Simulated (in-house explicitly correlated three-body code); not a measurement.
Two electrons around a point charge Z = 15.836. Computed variationally in 260 exponentially correlated functions with an in-house code, non-relativistic, converged to about 10⁻⁸ of the energy. The exact exchange and correlation energies are −9675 and −46.03 millihartree. Wanted, and plotted below: the errors of AM05, BLYP, BP86, LDA (VWN5), M06-L, OLYP, PBE, PW91, RPBE, SCAN and revTPSS, evaluated on the exact density.

By the size of the summed error (millihartree): SCAN −2.7, BP86 +3.7, revTPSS −8.0, RPBE +30, OLYP +50, BLYP +73, M06-L −130, PW91 +146, PBE +193, AM05 +909, LDA (VWN5) +1190. Errors of exchange and correlation cancel by a quarter or more for SCAN (−3.9 and +1.3) and BP86 (+77 and −74).

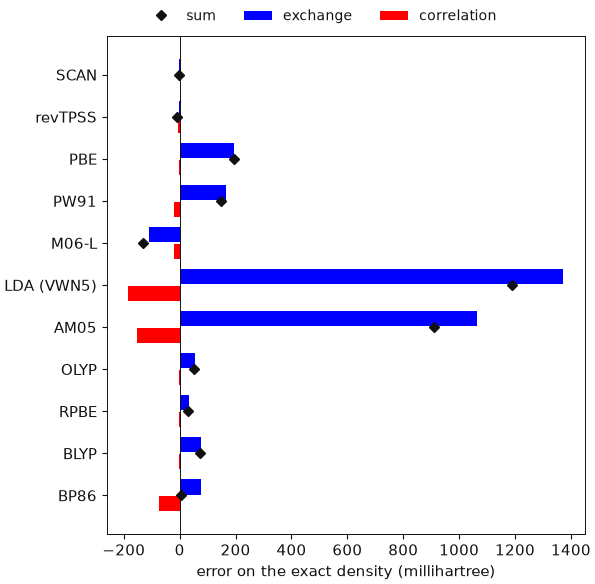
